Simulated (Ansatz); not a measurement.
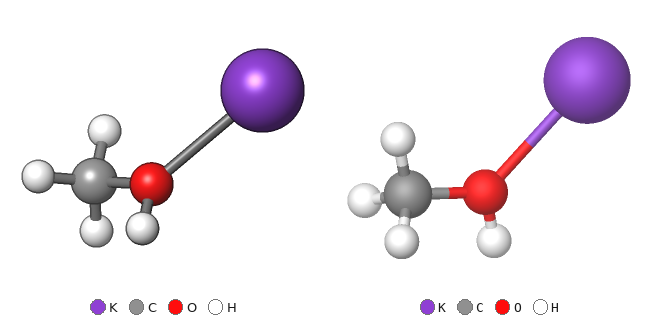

The same structure drawn twice, from different directions.

The species has charge +1 and is a spin singlet.

Identify the structure.

Formula CH₄KO⁺. The point group is Cs. Coordination: 1 C tetrahedral; 1 O trigonal planar.

The parts below concern this one geometry. Atoms keep their numbers from picture to picture. The computed structure is the end point of a PBE0-D4/def2-TZVP optimisation.

**Charges**

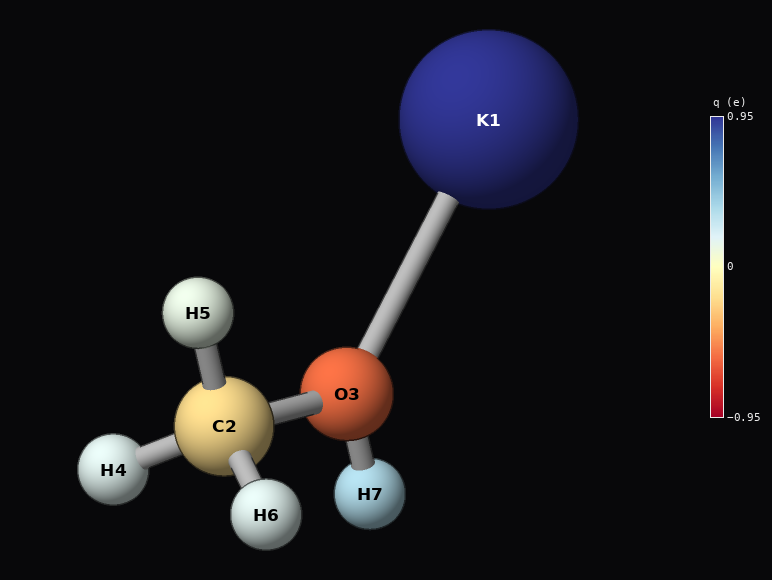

Atoms are coloured by their Mulliken charges. Properties computed with RKS PBE0-D4/def2-TZVP (Ansatz 0.2.0).

Which atom carries the highest charge (most positive or least negative)?

K1 (0.95 e).

And the lowest?

O3 (−0.56 e).

List the Mulliken charges.

```json
{"atom": "K1", "value (e)": "0.95"}
{"atom": "C2", "value (e)": "−0.20"}
{"atom": "O3", "value (e)": "−0.56"}
{"atom": "H4", "value (e)": "0.16"}
{"atom": "H5", "value (e)": "0.13"}
{"atom": "H6", "value (e)": "0.16"}
{"atom": "H7", "value (e)": "0.35"}
```

**Vibrations**

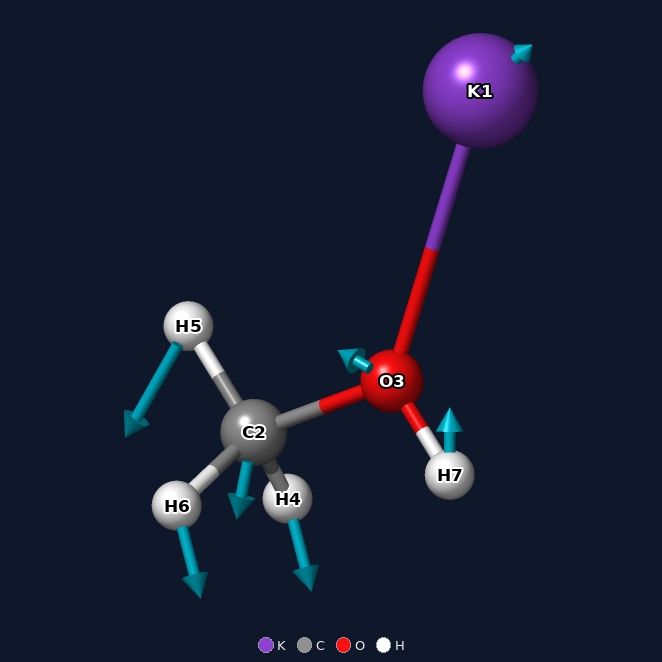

The arrows show one normal mode. Harmonic vibrations computed with RKS PBE0-D4/def2-TZVP (Ansatz 0.2.0) at a stationary point of the same level.

What kind of motion is it?

Mostly C–O–K bending.

Estimate its harmonic wavenumber.

107 cm⁻¹; it is mode 2 of 15 counted from the lowest.

**Electronic properties**

Properties computed with RKS PBE0-D4/def2-TZVPPD (Ansatz 0.2.0).

Computed properties:

- HOMO energy (Kohn–Sham orbital): −12.61 eV
- LUMO energy (Kohn–Sham orbital): −4.84 eV
- HOMO–LUMO gap: 7.77 eV
- dispersion correction: −5.4 kJ/mol

Mulliken values depend strongly on the basis set and can even reverse the polarity of a bond.
